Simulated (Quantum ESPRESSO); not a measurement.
# BaCoSO: parallel and opposed starts, part 2 of 2

Does BaCoSO prefer parallel or opposed moments?

Quantum ESPRESSO 7.5; PBEsol with U = 3.5 eV on Co d (ortho-atomic projectors); plane waves with GBRV 1.5 PBEsol potentials, no spin-orbit coupling.

So far, absolute magnetization (μB): step 2 (start 1: ferro ++) 6.03.

### Step 3. Start 2: antiferro +−

pw.in

```
&CONTROL
  calculation = 'scf'
  prefix = 'pwscf'
  outdir = './tmp'
  pseudo_dir = './pseudo'
  disk_io = 'nowf'
/
&SYSTEM
  ibrav = 0
  nat = 8
  ntyp = 5
  ecutwfc = 40
  ecutrho = 280
  nbnd = 51
  occupations = 'smearing'
  smearing = 'fd'
  degauss = 0.00367493
  nspin = 2
  starting_magnetization(1) = 0
  starting_magnetization(2) = 0.1765
  starting_magnetization(3) = -0.1765
  starting_magnetization(4) = 0
  starting_magnetization(5) = 0
/
&ELECTRONS
  conv_thr = 1.6d-08
  electron_maxstep = 150
  mixing_beta = 0.3
/
ATOMIC_SPECIES
Ba    137.3270 ba_pbesol_v1.uspp.F.UPF
Co1    58.9332 co_pbesol_v1.2.uspp.F.UPF
Co2    58.9332 co_pbesol_v1.2.uspp.F.UPF
S      32.0600 s_pbesol_v1.4.uspp.F.UPF
O      15.9990 o_pbesol_v1.2.uspp.F.UPF
CELL_PARAMETERS angstrom
   2.0177100000   -6.4568970000    0.0000000000
   2.0177100000    6.4568970000    0.0000000000
   0.0000000000    0.0000000000    6.1795440000
ATOMIC_POSITIONS crystal
Ba      0.6136220000    0.3863780000    0.2500000000
Ba      0.3863780000    0.6136220000    0.7500000000
Co1     0.9056390000    0.0943610000    0.2500000000
Co2     0.0943610000    0.9056390000    0.7500000000
S       0.3095670000    0.6904330000    0.2500000000
S       0.6904330000    0.3095670000    0.7500000000
O       0.0000000000    0.0000000000    0.5000000000
O       0.0000000000    0.0000000000    0.0000000000
K_POINTS automatic
6 6 6 0 0 0
HUBBARD {ortho-atomic}
U Co1-3d 3.5000
U Co2-3d 3.5000
```

The run is started by

```bash
OMP_NUM_THREADS=1 mpirun -n 4 pw.x -nk 4 -in pw.in > pw.out
```

Output:

```text
[banner, memory and clock lines left out]
Program PWSCF v.7.5 starts

     Message from routine setup:
     using ibrav=0 with symmetry is DISCOURAGED, use correct ibrav instead

     bravais-lattice index     =            0
     lattice parameter (alat)  =      12.7836  a.u.
     unit-cell volume          =    1086.5898 (a.u.)^3
     number of atoms/cell      =            8
     number of atomic types    =            5
     number of electrons       =        78.00
     number of Kohn-Sham states=           51
     kinetic-energy cutoff     =      40.0000  Ry
     charge density cutoff     =     280.0000  Ry
     scf convergence threshold =      1.6E-08
     mixing beta               =       0.3000
     number of iterations used =            8  plain     mixing
     Exchange-correlation= SLA  PW   PSX  PSC
                           (   1   4  10   8   0   0   0)
     Hubbard projectors: ortho-atomic
     Hubbard parameters of DFT+U (Dudarev formulation) in eV:
     U(Co1-3d) =  3.5000
     U(Co2-3d) =  3.5000

     Internal variables: lda_plus_u =T, lda_plus_u_kind = 0

     Internal variables: orbital_resolved =F, hub_pot_fix =F, apply_U = F

     celldm(1)=  12.783641  celldm(2)=   0.000000  celldm(3)=   0.000000
     celldm(4)=   0.000000  celldm(5)=   0.000000  celldm(6)=   0.000000

     crystal axes: (cart. coord. in units of alat)
               a(1) = (   0.298266  -0.954483   0.000000 )
               a(2) = (   0.298266   0.954483   0.000000 )
               a(3) = (   0.000000   0.000000   0.913484 )

     reciprocal axes: (cart. coord. in units 2 pi/alat)
               b(1) = (  1.676359 -0.523844  0.000000 )
               b(2) = (  1.676359  0.523844 -0.000000 )
               b(3) = ( -0.000000  0.000000  1.094710 )

     PseudoPot. # 1 for Ba read from file:
     ba_pbesol_v1.uspp.F.UPF
     Pseudo is Ultrasoft + core correction, Zval = 10.0

     PseudoPot. # 2 for Co read from file:
     co_pbesol_v1.2.uspp.F.UPF
     Pseudo is Ultrasoft + core correction, Zval = 17.0

     PseudoPot. # 3 for Co read from file:
     co_pbesol_v1.2.uspp.F.UPF
     Pseudo is Ultrasoft + core correction, Zval = 17.0

     PseudoPot. # 4 for S  read from file:
     s_pbesol_v1.4.uspp.F.UPF
     Pseudo is Ultrasoft + core correction, Zval =  6.0

     PseudoPot. # 5 for O  read from file:
     o_pbesol_v1.2.uspp.F.UPF
     Pseudo is Ultrasoft + core correction, Zval =  6.0

     atomic species   valence    mass     pseudopotential
     Ba               10.00   137.32700     Ba( 1.00)
     Co1              17.00    58.93320     Co( 1.00)
     Co2              17.00    58.93320     Co( 1.00)
     S                 6.00    32.06000     S ( 1.00)
     O                 6.00    15.99900     O ( 1.00)

     Starting magnetic structure
     atomic species   magnetization
     Ba              0.000
     Co1             0.176
     Co2            -0.176
     S               0.000
     O               0.000

      4 Sym. Ops. (no inversion) found ( 2 have fractional translation)

   Cartesian axes

     site n.     atom                  positions (alat units)
         1        Ba     tau(   1) = (   0.2982655  -0.2169005   0.2283709  )
         2        Ba     tau(   2) = (   0.2982655   0.2169005   0.6851127  )
         3        Co1    tau(   3) = (   0.2982655  -0.7743510   0.2283709  )
         4        Co2    tau(   4) = (   0.2982655   0.7743510   0.6851127  )
         5        S      tau(   5) = (   0.2982655   0.3635301   0.2283709  )
         6        S      tau(   6) = (   0.2982655  -0.3635301   0.6851127  )
         7        O      tau(   7) = (   0.0000000   0.0000000   0.4567418  )
         8        O      tau(   8) = (   0.0000000   0.0000000   0.0000000  )

     number of k points=    52  Fermi-Dirac smearing, width (Ry)=  0.0037
                       cart. coord. in units 2pi/alat
        k(    1) = (   0.0000000   0.0000000   0.0000000), wk =   0.0046296
        k(    2) = (   0.0000000   0.0000000   0.1824517), wk =   0.0092593
        k(    3) = (   0.0000000   0.0000000   0.3649035), wk =   0.0092593
        k(    4) = (   0.0000000   0.0000000  -0.5473552), wk =   0.0046296
        k(    5) = (   0.2793931   0.0873073   0.0000000), wk =   0.0185185
        [... 47 further k-points ...]

     Dense  grid:    85979 G-vectors     FFT dimensions: (  72,  72,  64)

     Smooth grid:    37137 G-vectors     FFT dimensions: (  54,  54,  48)

     Check: negative core charge=   -0.000013
     Generating pointlists ...
     new r_m :   0.1789 (alat units)  2.2874 (a.u.) for type    1
     new r_m :   0.1200 (alat units)  1.5338 (a.u.) for type    2
     new r_m :   0.1200 (alat units)  1.5338 (a.u.) for type    3
     new r_m :   0.1444 (alat units)  1.8464 (a.u.) for type    4
     new r_m :   0.1200 (alat units)  1.5338 (a.u.) for type    5

     Initial potential from superposition of free atoms

     starting charge      75.9723, renormalised to      78.0000

     negative rho (up, down):  9.870E-02 9.870E-02

     STARTING HUBBARD OCCUPATIONS:

     =================== HUBBARD OCCUPATIONS ===================
     ------------------------ ATOM    3 ------------------------
     Tr[ns(  3)] (up, down, total) =   5.00000  2.00000  7.00000
     Atomic magnetic moment for atom   3 =   3.00000
     [... lines left out ...]
     ------------------------ ATOM    4 ------------------------
     Tr[ns(  4)] (up, down, total) =   2.00000  5.00000  7.00000
     Atomic magnetic moment for atom   4 =  -3.00000
     [... lines left out ...]
     Number of occupied Hubbard levels =   14.0000

     Atomic wfc used for Hubbard projectors are orthogonalized

     Starting wfcs are   68 randomized atomic wfcs

     Self-consistent Calculation

     iteration #  1     ecut=    40.00 Ry     beta= 0.30
     Davidson diagonalization with overlap
     ethr =  1.00E-02,  avg # of iterations =  2.8

     =================== HUBBARD OCCUPATIONS ===================
     ------------------------ ATOM    3 ------------------------
     Tr[ns(  3)] (up, down, total) =   4.64249  0.63590  5.27839
     Atomic magnetic moment for atom   3 =   4.00660
     [... lines left out ...]
     ------------------------ ATOM    4 ------------------------
     Tr[ns(  4)] (up, down, total) =   0.63703  4.64256  5.27959
     Atomic magnetic moment for atom   4 =  -4.00552
     [... lines left out ...]
     Number of occupied Hubbard levels =   10.5580

     negative rho (up, down):  9.324E-02 9.324E-02

     total energy              =    -845.94507746 Ry
     estimated scf accuracy    <      10.39611761 Ry

     total magnetization       =     0.00 Bohr mag/cell
     absolute magnetization    =     8.51 Bohr mag/cell

     iteration #  2     ecut=    40.00 Ry     beta= 0.30
     Davidson diagonalization with overlap
     ethr =  1.00E-02,  avg # of iterations =  3.6

     negative rho (up, down):  9.241E-02 9.241E-02

     total energy              =    -847.56826936 Ry
     estimated scf accuracy    <      22.41718162 Ry

     total magnetization       =    -0.00 Bohr mag/cell
     absolute magnetization    =     0.85 Bohr mag/cell

     [... further iterations left out ...]

     iteration # 55     ecut=    40.00 Ry     beta= 0.30
     Davidson diagonalization with overlap
     ethr =  2.57E-10,  avg # of iterations =  1.6

     negative rho (up, down):  8.833E-02 8.833E-02

     total energy              =    -849.64115620 Ry
     estimated scf accuracy    <       0.00000010 Ry

     total magnetization       =    -0.00 Bohr mag/cell
     absolute magnetization    =     5.50 Bohr mag/cell

     iteration # 56     ecut=    40.00 Ry     beta= 0.30
     Davidson diagonalization with overlap
     ethr =  1.30E-10,  avg # of iterations =  1.0

     negative rho (up, down):  8.833E-02 8.833E-02

     Magnetic moment per site  (integrated on atomic sphere of radius R)
     atom   1 (R=0.179)  charge=  7.0442  magn=  0.0027
     atom   2 (R=0.179)  charge=  7.0442  magn= -0.0027
     atom   3 (R=0.120)  charge= 14.2529  magn=  2.2697
     atom   4 (R=0.120)  charge= 14.2528  magn= -2.2702
     atom   5 (R=0.144)  charge=  3.9865  magn=  0.0993
     atom   6 (R=0.144)  charge=  3.9865  magn= -0.0994
     atom   7 (R=0.120)  charge=  5.3228  magn= -0.0002
     atom   8 (R=0.120)  charge=  5.3228  magn= -0.0002

     End of self-consistent calculation

     =================== HUBBARD OCCUPATIONS ===================
     ------------------------ ATOM    3 ------------------------
     Tr[ns(  3)] (up, down, total) =   4.91115  2.47581  7.38696
     Atomic magnetic moment for atom   3 =   2.43534
     [... lines left out ...]
     ------------------------ ATOM    4 ------------------------
     Tr[ns(  4)] (up, down, total) =   2.47544  4.91125  7.38669
     Atomic magnetic moment for atom   4 =  -2.43581
     [... lines left out ...]
     Number of occupied Hubbard levels =   14.7736

     Number of k-points >= 100: set verbosity='high' to print the bands.

     the Fermi energy is     9.1030 ev

!    total energy              =    -849.64115621 Ry
     estimated scf accuracy    <       0.00000001 Ry
     smearing contrib. (-TS)   =      -0.00408860 Ry
     internal energy E=F+TS    =    -849.63706761 Ry

     The total energy is F=E-TS. E is the sum of the following terms:
     one-electron contribution =    -609.56698475 Ry
     hartree contribution      =     339.29995272 Ry
     xc contribution           =    -151.07373334 Ry
     ewald contribution        =    -428.49799722 Ry
     Hubbard energy            =       0.20169498 Ry

     total magnetization       =    -0.00 Bohr mag/cell
     absolute magnetization    =     5.50 Bohr mag/cell

     convergence has been achieved in  56 iterations
```

Elapsed: 17 min, on 4 MPI ranks of Arm Neoverse V1, shared host; peak memory 1.6 GiB; 66 min of CPU time.

Spin moment in the atom's sphere by atom:

| atom | spin moment in the atom's sphere (μB) |
| --- | --- |
| Ba1 | 0.00 |
| Ba2 | 0.00 |
| Co3 | 2.27 |
| Co4 | -2.27 |
| S5 | 0.10 |
| S6 | -0.10 |
| O7 | 0.00 |
| O8 | 0.00 |

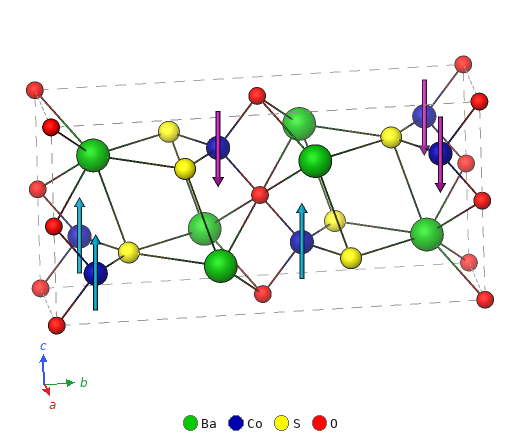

Spin moment in the atom's sphere as arrows, the longest 2.27 μB. Up and down stand for the sign. Arrows give size and sign along the axis of quantisation, drawn up and down the page. The two directions have two colours. Some periodic images of atoms are drawn too.

Read from the output:

| Quantity | Value |
| --- | --- |
| smearing term TS | 0.05563 eV |
| magnetization | 0 μB |
| absolute magnetization | 5.495 μB |
| final state | antiferromagnetic |

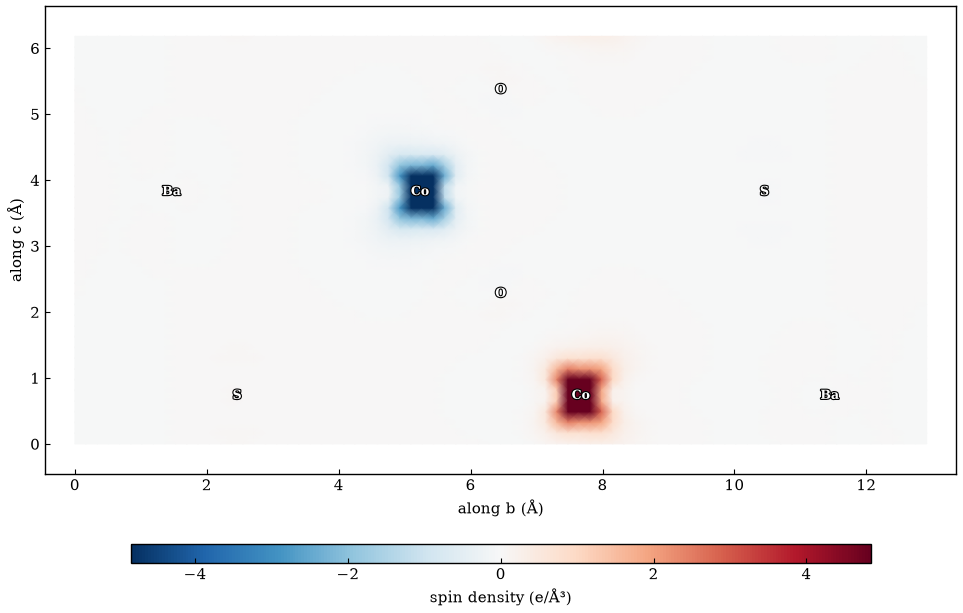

Spin density in the bc plane of the conventional cell at fractional x = 0.000, with atoms of Ba and Co and S and O within 0.2 Å of it. The map starts off the cell's origin, so that atoms lie inside it.

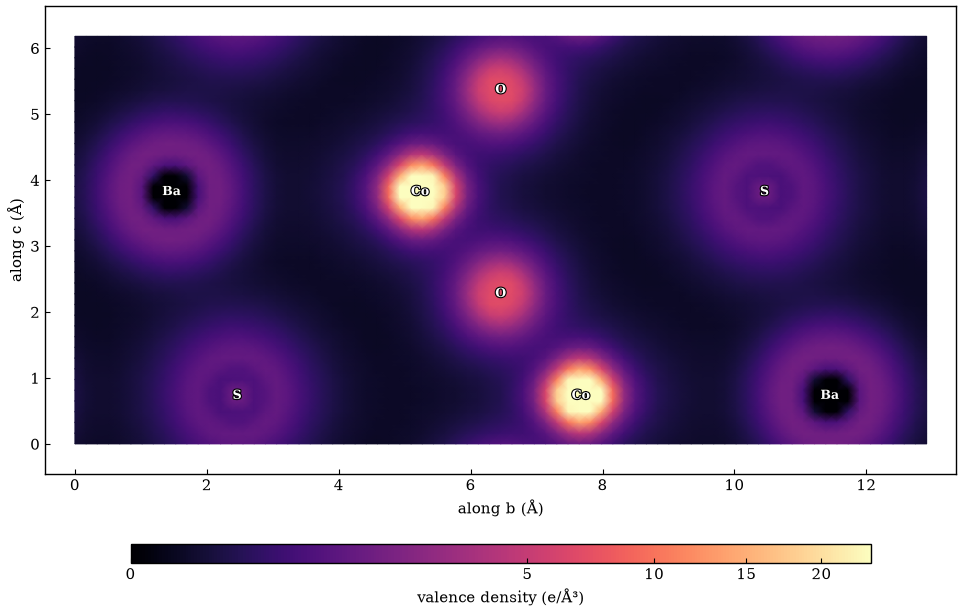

Valence density in the bc plane of the conventional cell at fractional x = 0.000, with atoms of Ba and Co and S and O within 0.2 Å of it. It is the smooth field of the valence electrons, not physical close to the nuclei. The map starts off the cell's origin, so that atoms lie inside it. The colour scale is stretched toward low values.

### Step 4. The states side by side

An order is kept where moments of 0.15 μB or more survive with the typed signs; meshes match where a doubled cell samples the same k points as the first cell.

Orders:

| start | final state | typed order kept | energy over the lowest (meV a seeded atom) | largest site moment (μB) | net moment (μB a cell of the first run) | mesh matched | CPU time (s) |
| --- | --- | --- | --- | --- | --- | --- | --- |
| ferro ++ | ferromagnetic | yes | 0 | 2.402 | 6 | yes | 1663 |
| antiferro +- | antiferromagnetic | yes | 614.8 | 2.27 | 0.001013 | yes | 3963 |

### Step 5. Fillings of the first corrected shells

| start | type | spin | occupation numbers |
| --- | --- | --- | --- |
| ferro ++ | Co | up | 0.982 0.983 0.986 0.993 0.994 |
| ferro ++ | Co | down | 0.137 0.141 0.143 0.968 0.976 |
| ferro ++ | Co | up | 0.982 0.983 0.986 0.993 0.994 |
| ferro ++ | Co | down | 0.137 0.141 0.143 0.968 0.976 |
| antiferro +- | Co1 | up | 0.975 0.975 0.980 0.989 0.992 |
| antiferro +- | Co1 | down | 0.140 0.156 0.428 0.784 0.968 |
| antiferro +- | Co2 | up | 0.140 0.156 0.428 0.784 0.968 |
| antiferro +- | Co2 | down | 0.975 0.975 0.980 0.989 0.992 |

### Step 6. Results

```json
{"moments, largest by run": "2.40, 2.27 μB", "spread of the energies of the runs with moments": "615 meV a seeded atom"}
```

**Reading.** Under a U these runs seem to end in unlike orbital states: the fillings of their corrected shells differ, or their energies lie too far apart for exchange alone. The differences are then no exchange energies, and the ranking says little of the magnetic order. Seeding all runs from one set of occupation matrices is the usual remedy.

[Logs and program files are shortened in this print: banners, set-up blocks, solver, clock and traceback lines can be left out without a mark of their own.]

[Logs are printed without paths, hosts, clocks, repeated set-up lines and the standing remarks that a program may print on its own settings, such as how far it seeks lower states.]

[Hosts, paths, dates, database ids (printed as entryN), source tags and the programs' standing remarks are cut or masked in the printed files.]

[Where a cell is said to come from a database of computed structures, the database is the Materials Project.]
